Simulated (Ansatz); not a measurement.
AlTaH3Cl4OF: geometry relaxation (part 2 of 2)

Continued. System: AlTaH3Cl4OF. Method: RKS PBE/def2-SVP (Ansatz 0.2.0). The run did not end well. It belongs to a series of runs on one base structure; here: end point B relaxed.

Geometry of the input (Å):
```
Ta -0.2573  -0.2404  0.1828
F  2.8506  -0.1693  0.5518
Cl 0.2960  1.0781  1.9705
Cl 0.7871  0.1983  -1.7964
Cl -2.1598  1.0440  -0.2818
Cl -2.0609  -2.0133  0.0558
O  0.6369  -1.8731  0.7759
Al -0.2800  -3.4591  0.8020
H  0.0759  -4.4167  -0.4200
H  -0.6669  -3.9611  2.2609
H  2.6843  -1.0559  0.7939
```

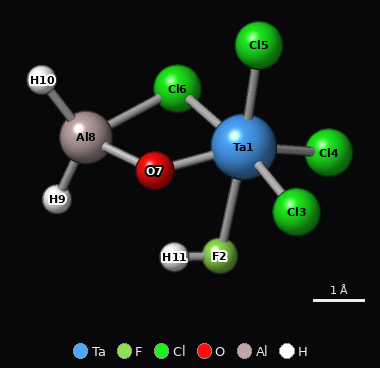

Figure 1. The geometry at step 28 of the log (ball-and-stick view, seen at a tilt; atoms are numbered from 1 in the order of the input).

```
Unfinished report: {"positions_ang":[[0.19405711359905892,0.2285940371068457,0.44202874159018435],[1.7951869096272814,-0.767182224955892,0.0012094203531728583],[1.263531102806586,1.7078841377920244,1.8283935322827138],[0.1890721638266385,0.8042802536641969,-1.817744676174628],[-1.9660888152062403,1.122847789216795,0.6345642234850533],[-1.135488094770101,-3.055844313867534,-1.2600560697688157],[-0.3808106667383175,-1.3402491510782057,1.3132407811256401],[-0.5451271781607602,-3.019896772514782,0.7768116618119222],[1.5515901796212754,-3.5165542634717184,0.7414533065599608],[-0.6897456529984906,-4.2494123160181925,1.7560473506540877],[1.6297229383930685,-2.7829661758735385,0.4793517280807103]],"unchecked":["starts","cluster_reference","orbital_swaps","neighbouring_geometries","increment"],"mean_field":{"relativity":"none","state":{"energy":{"ev":-63013.62401572818,"hartree":-2315.7079704095854},"converged":true,"gradient_ev":8.346937484476297e-6,"stability":{"kind":"minimum","curvature_ev":61.160942931761525},"curvature_floor_ev":0.00030000000000000003,"spin_squared":-2.1316282072803006e-14},"others":[],"fillings":{"estimated":0,"unestimated":0,"tried":0,"untried":0,"excluded_magnetic_sites":0},"n_dropped_functions":0,"n_trapped_functions":0,"passes":{"evaluations":5,"products":33},"factors":{"origin":"density fitting in generated functions","count":1742,"bound_ev":null},"gradient_stop_ev":0.00009,"reference_kind":"stationary","functional":{"name":"PBE","citations":["Perdew, Burke & Ernzerhof, Phys. Rev. Lett. 77, 3865 (1996) doi:10.1103/PhysRevLett.77.3865"],"text":"name \"PBE\"\ncite \"Perdew, Burke & Ernzerhof, Phys. Rev. Lett. 77, 3865 (1996) doi:10.1103/PhysRevLett.77.3865\"\nparent pbe\nparameter kappa = 0.804\nparameter beta = 0.06672455060314922\nexchange = pbe_x(kappa = kappa, mu = beta*pi^2/3)\ncorrelation = pbe_c(beta = beta)\n","parameters":{"beta":{"value":0.06672455060314922,"default":0.06672455060314922},"kappa":{"value":0.804,"default":0.804}},"final_grid":{"core_spheres":13.0,"valence_spheres":11.0,"degree":36.0},"final_grid_parameter_source":"default","radial_points_factor":1.0,"radial_grid_error_ev":3.125828648923977e-7,"grid_sensitivity":"normal","grid_sensitivity_ratio":0.001870803151768979},"unsmoothed_excess_ev":-0.00006716608442368679,"symmetry":{"irreps":["A"],"axes":[[0.9992117039377675,-0.006217301457669773,-0.039208619924290866],[0.007514408078790256,0.9994263740479654,0.033022061240354235],[0.038980820732873914,-0.033290659649828976,0.998685249513114]],"occupied":[{"A":57},{"A":57}]},"density_repulsion":{"missed_ev":0.00011037552882448001,"excess_ev":0.00011037385375028955,"most_excess_ev":0.0014819999999999998,"are_drawn_again":false,"n_first_factors":1742,"energy_change_ev":0.0,"n_dropped_ends":0},"direct_passes":"host"},"factors":{"origin":"density fitting in generated functions","count":1742,"bound_ev":null},"n_frozen":0,"n_occupied":[57,57],"n_virtual":[108,108],"reference":{"ev":-63013.62401572818,"hartree":-2315.7079704095854},"total":{"ev":-63013.62401572818,"hartree":-2315.7079704095854},"forces_ev_per_angstrom":[[-0.2131336979367299,-0.15436097399180973,0.04293845331240818],[0.044294440074245545,0.014125715064511721,0.03861517573299275],[0.01985301543062673,0.014612843196057062,0.061642725142345846],[-0.016952511433045353,-0.02676226312369195,0.039666211100828054],[0.0292924855501141,0.0859446507582228,0.03313715627007505],[0.04825313199004893,-0.08536305783327161,0.08023304077581984],[0.15273090905259679,0.07233551984835114,-0.23048767120866026],[-0.09386204285828545,0.01599255630026084,-0.055245979992015644],[-0.022351861923574034,0.007969395512334223,-0.01864192225234806],[0.013899509117579076,0.0809279113995467,0.010596898731684831],[0.03797662296676988,-0.025422297117884768,-0.0024540876190491615]],"charge_distribution":{"dipole_moment_e_ang":[0.2373923073142222,-0.5056531161696897,0.3585818366447521],"mulliken_charges_e":[0.8612901776752686,-0.2940709908754986,-0.1367232566428953,-0.16826855579899913,-0.21627150954383367,-0.23584875960391471,-0.5081325454301382,0.6609293950501431,0.02708710663351177,-0.09125150201283683,0.10126044054910988],"lowdin_charges_e":[-1.5686796435940646,0.06138752009157322,0.4211049181326594,0.3706099642637142,0.34803393722247833,0.17219829707361,0.09255271414836663,-0.01247036690092962,0.07918467599801449,-0.08474382463480357,0.1208218081992577]},"orbitals_path":"[file]","n_threads":4,"memory_gib":4.261363637633622,"seconds":{"hamiltonian":3.3773538419999998,"orbitals":0.0,"second_order":0.0,"solver_start":0.0,"cycles":0.0,"cycle":0.0,"perturbative":0.0,"full_ci_increment":0.0,"forces":0.0}}
this run last wrote the structure of step 50 to [file]
Error: geometry relaxation did not converge after 50 steps: max|allowed force component| = 2.30e-1 eV/Å (threshold 3.0e-2). Raise `relax.max_steps` over both its present limit and 50, loosen `relax.f_tol`, or start from a geometry closer to equilibrium. Where this run's directory can be resumed (`checkpoint.write`), a resume goes on for up to `relax.max_steps` more
```

## Trajectory as extended XYZ (Å, eV, eV/Å), 10 of the 50 frames kept, from step=1 to step=50
```
11
Properties=species:S:1:pos:R:3:forces:R:3 step=1 energy=-63012.05049
Ta   -0.2573   -0.2404    0.1828    0.8931  -1.7226   0.6110
F     2.8506   -0.1693    0.5518    0.0741   0.3018  -0.0894
Cl    0.2960    1.0781    1.9705    0.0121   0.0107  -0.0060
Cl    0.7871    0.1983   -1.7964    0.0081   0.0066   0.0204
Cl   -2.1598    1.0440   -0.2818    0.0088  -0.0027   0.0096
Cl   -2.0609   -2.0133    0.0558    0.0465   0.0317   0.0038
O     0.6369   -1.8731    0.7759   -0.7908   1.7684  -0.6668
Al   -0.2800   -3.4591    0.8020   -0.0059  -0.0412   0.0068
H     0.0759   -4.4167   -0.4200    0.0233   0.0038  -0.0222
H    -0.6669   -3.9611    2.2609   -0.0073   0.0077   0.0421
H     2.6843   -1.0559    0.7939   -0.2621  -0.3643   0.0906
11
Properties=species:S:1:pos:R:3:forces:R:3 step=6 energy=-63012.22196
Ta   -0.2730   -0.2020    0.1610    0.1297   0.0347   0.0218
F     2.9004   -0.5027    0.6486   -0.0162  -0.0884   0.0091
Cl    0.3626    1.1379    1.9037   -0.0694  -0.0122  -0.0551
Cl    0.8013    0.3187   -1.7796   -0.0365  -0.0269   0.0498
Cl   -2.2359    1.0087   -0.2594    0.0053   0.0174   0.0304
Cl   -2.0301   -2.0411    0.0524   -0.0149  -0.0574  -0.0057
O     0.6276   -1.7547    0.7092   -0.0842   0.0392  -0.0353
Al   -0.2123   -3.4107    0.7970    0.0061   0.0058  -0.0105
H     0.2194   -4.3543   -0.4094   -0.0009   0.0035   0.0013
H    -0.5242   -3.8649    2.2893   -0.0031   0.0117   0.0021
H     2.2700   -1.2034    0.7824    0.0839   0.0727  -0.0079
11
Properties=species:S:1:pos:R:3:forces:R:3 step=12 energy=-63012.25941
Ta   -0.3347   -0.1532    0.1626   -0.3434   0.1224   0.0939
F     3.0572   -0.8179    0.5668   -0.4178  -0.2287   0.1204
Cl    0.4680    1.2984    1.7442    0.0227   0.0485  -0.0426
Cl    0.6723    0.3350   -1.8054    0.0369   0.0187  -0.0919
Cl   -2.4135    0.9542    0.0929    0.2530  -0.1620   0.0399
Cl   -1.9285   -2.1297   -0.3124    0.0139  -0.0183  -0.0412
O     0.5347   -1.6405    0.8514    0.1778  -0.0358   0.0982
Al   -0.2034   -3.3533    0.8017   -0.0505  -0.1081  -0.0742
H     0.5212   -4.2825   -0.2900   -0.0701   0.1272   0.1542
H    -0.7418   -3.7851    2.2448    0.0222   0.0151  -0.1248
H     2.2743   -1.2939    0.8388    0.3553   0.2209  -0.1320
11
Properties=species:S:1:pos:R:3:forces:R:3 step=17 energy=-63012.48060
Ta   -0.2399   -0.1166    0.2716    0.0684  -0.0139   0.0057
F     2.7359   -1.0078    0.2010   -0.7846  -0.4399   0.8351
Cl    0.7805    1.6344    1.3583    0.0119  -0.0782   0.0131
Cl    0.5236    0.3732   -1.8403   -0.0569   0.0259  -0.0424
Cl   -2.3699    0.5451    0.8297    0.0264  -0.0423  -0.0450
Cl   -1.4358   -2.1734   -0.9197    0.0901  -0.0227   0.1705
O     0.3901   -1.5505    1.2408   -0.0679   0.0834  -0.0141
Al   -0.2791   -3.2782    0.8039    0.1527  -0.0595  -0.0918
H     0.9392   -4.0989    0.1517   -0.1799   0.0693   0.0799
H    -1.2897   -3.7831    1.9318    0.0141   0.0477  -0.0928
H     2.1510   -1.4127    0.8664    0.7257   0.4300  -0.8182
11
Properties=species:S:1:pos:R:3:forces:R:3 step=23 energy=-63012.57752
Ta   -0.0478   -0.1546    0.2857   -0.2017   0.0919   0.0133
F     2.2260   -0.7884    0.0162    0.1185  -0.6826   0.5879
Cl    0.9197    1.5779    1.4587    0.0153   0.0325   0.0316
Cl    0.4401    0.5317   -1.8817   -0.0526   0.0466  -0.0273
Cl   -2.1870    0.5034    0.7628   -0.0473   0.0222   0.0081
Cl   -1.1557   -2.2173   -0.9805    0.0228  -0.0392  -0.0459
O     0.3380   -1.6073    1.3786    0.1113   0.0097  -0.0025
Al   -0.2823   -3.3096    0.8763   -0.0513   0.0570   0.0451
H     0.9632   -4.1618    0.3721    0.0844  -0.0412   0.0025
H    -1.4223   -3.8054    1.8646   -0.0496  -0.0230  -0.0107
H     2.1139   -1.4373    0.7424    0.0502   0.5261  -0.6020
11
Properties=species:S:1:pos:R:3:forces:R:3 step=28 energy=-63012.58850 accepted=F
Ta   -0.0936   -0.1368    0.2947    0.0403   0.3451   0.3900
F     2.1905   -0.9306   -0.1084   -0.0440  -0.0565  -0.0597
Cl    0.9545    1.5479    1.4641    0.0734   0.0967   0.0495
Cl    0.3337    0.6936   -1.8384    0.0473   0.0215  -0.1811
Cl   -2.2307    0.5009    0.7717   -0.1057   0.0443   0.0162
Cl   -0.9628   -2.1738   -0.9924   -0.1593  -0.3961  -0.4571
O     0.2605   -1.5421    1.4487    0.0733  -0.3611   0.0226
Al   -0.2504   -3.2825    0.9348   -0.0241   0.2879   0.2170
H     1.0760   -4.1116    0.6274    0.0838   0.0196  -0.0784
H    -1.5093   -3.8272    1.7326   -0.0320  -0.0179   0.0118
H     2.1374   -1.6063    0.5605    0.0470   0.0165   0.0692
11
Properties=species:S:1:pos:R:3:forces:R:3 step=34 energy=-63012.62830
Ta   -0.0986   -0.1163    0.3219    0.0133   0.0127  -0.0001
F     2.1639   -0.9645   -0.1105   -0.0139  -0.0825   0.0706
Cl    0.9838    1.5592    1.4746   -0.0036  -0.0056   0.0018
Cl    0.3364    0.6715   -1.8353   -0.0008  -0.0051   0.0060
Cl   -2.2412    0.5282    0.7758   -0.0038   0.0125  -0.0018
Cl   -0.9748   -2.2278   -1.0358    0.0051  -0.0173   0.0083
O     0.2242   -1.5396    1.4595   -0.0207  -0.0128   0.0049
Al   -0.2598   -3.2649    0.9287   -0.0044   0.0438  -0.0103
H     1.1061   -4.0368    0.6057    0.0202   0.0122  -0.0055
H    -1.4970   -3.8472    1.7380   -0.0018  -0.0150   0.0043
H     2.1628   -1.6302    0.5728    0.0103   0.0571  -0.0782
11
Properties=species:S:1:pos:R:3:forces:R:3 step=39 energy=-63012.86953
Ta   -0.0890   -0.0559    0.3849    0.2403   0.3737  -0.2700
F     1.9554   -1.2552    0.0209   -0.1283   0.9925  -0.2000
Cl    1.1052    1.5496    1.5049    0.0141  -0.0463   0.0212
Cl    0.3837    0.6306   -1.8060    0.0157  -0.0251  -0.0303
Cl   -2.1947    0.7977    0.6460    0.0290   0.0511  -0.0616
Cl   -0.9705   -2.2475   -1.0135    0.0042  -0.0799   0.0667
O    -0.1563   -1.4121    1.6192   -0.0142  -0.6101   0.1809
Al   -0.1987   -3.1282    0.9370   -0.2633  -0.0402   0.2191
H     1.4293   -3.3357    0.6281   -0.2330  -0.2561   0.1283
H    -1.1608   -4.2125    1.6489    0.3784   0.1980  -0.1897
H     1.8023   -2.1994    0.3247   -0.0431  -0.5575   0.1354
11
Properties=species:S:1:pos:R:3:forces:R:3 step=45 energy=-63013.24653
Ta    0.1181    0.0652    0.4053   -0.2197   0.1510   0.2786
F     1.6867   -1.0344    0.0179    0.5287   0.2980  -0.3315
Cl    1.2542    1.5932    1.6763   -0.0280  -0.0300  -0.0213
Cl    0.3264    0.6589   -1.8602   -0.1308   0.0390   0.1691
Cl   -2.0022    1.0190    0.5629   -0.0262  -0.0163  -0.0520
Cl   -1.1083   -2.5522   -1.1267    0.0605  -0.2517  -0.0235
O    -0.3176   -1.4013    1.5217   -0.0870   0.3009  -0.0695
Al   -0.3846   -3.0400    0.8434   -0.5911   0.1074   0.0377
H     1.5032   -3.2482    0.7439    0.0664  -1.8463   0.5347
H    -0.6403   -4.3926    1.6122    0.0460   0.0326  -0.0193
H     1.4703   -2.5361    0.4985    0.3811   1.2155  -0.5030
11
Properties=species:S:1:pos:R:3:forces:R:3 step=50 energy=-63013.62395
Ta    0.1941    0.2286    0.4420   -0.2131  -0.1544   0.0429
F     1.7952   -0.7672    0.0012    0.0443   0.0141   0.0386
Cl    1.2635    1.7079    1.8284    0.0199   0.0146   0.0616
Cl    0.1891    0.8043   -1.8177   -0.0170  -0.0268   0.0397
Cl   -1.9661    1.1228    0.6346    0.0293   0.0859   0.0331
Cl   -1.1355   -3.0558   -1.2601    0.0483  -0.0854   0.0802
O    -0.3808   -1.3402    1.3132    0.1527   0.0723  -0.2305
Al   -0.5451   -3.0199    0.7768   -0.0939   0.0160  -0.0552
H     1.5516   -3.5166    0.7415   -0.0224   0.0080  -0.0186
H    -0.6897   -4.2494    1.7560    0.0139   0.0809   0.0106
H     1.6297   -2.7830    0.4794    0.0380  -0.0254  -0.0025
```

## What the run reported

| quantity | value |
| --- | --- |
| outcome | not converged |
| wall time | 3.4 min (CPU time 13 min) |
| peak memory | 0.29 GiB |

The run did not converge: “geometry relaxation did not converge after 50 steps: max|allowed force component| = 2.30e-1 eV/Å (threshold 3.0e-2). Raise `relax.max_steps` over both its present limit and 50, loosen `relax.f_tol`, or start from a geometry closer to equilibrium …” Its last values are not results.
